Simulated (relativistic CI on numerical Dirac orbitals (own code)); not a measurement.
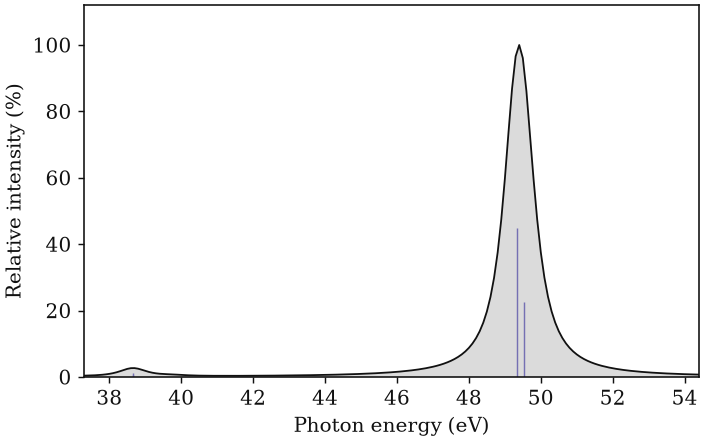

M₂,₃ X-ray absorption of Ti⁴⁺ (titanium, Z = 22), [Ar], in a field of D3d symmetry with 10Dq = 28,600, Dσ = −860, Dτ = −70 cm⁻¹. Sticks are the strongest transitions, on a scale of their own. Multiplet model: relativistic Dirac–Coulomb–Breit theory, one configuration a step, Slater integrals scaled by 0.8, 300 K, Voigt broadening (Lorentzian 0.8 eV, Gaussian 0.3 eV full widths), computed with a radial Dirac CI code.

### What does the spectrum show?

The main maxima lie at 49.4 eV (100), heights in % of the largest; the centroid is at 49.1 eV. The ground state has S = 0.00.

Caveat: free-ion energies, so absolute edge positions are off by a few eV from solids; core and valence shell share one n, so the strongest features autoionise and are far broader and can lie several eV off in experiment.
